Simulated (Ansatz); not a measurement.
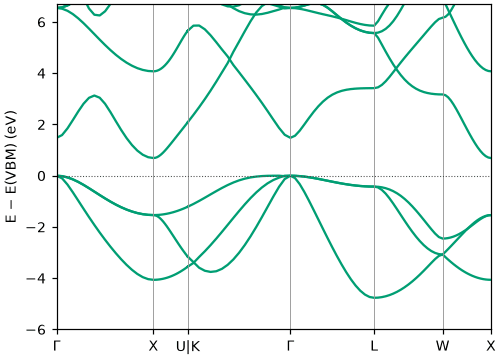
Figure: Band structure from PBEsol (plane waves, PAW; program Ansatz)

**Question.** Read off the gap and where the band edges lie.

**Answer.** About 0.7 eV (0.69 eV by a search for the band edges); maximum on the K–Γ line, 86 % of the way from K, minimum at X.

The material is Mg$_{2}$C (anti-fluorite, Fm-3m).

A made-up cell: these elements were put on the sites of a structure type; neither database checked (COD, Materials Project) lists it. Its standing as an ambient phase is unchecked. The cell was relaxed with PBEsol under the symmetry of its start; phonons on a q-mesh show no instability.

Potentials: the later of the program's two PAW sets.
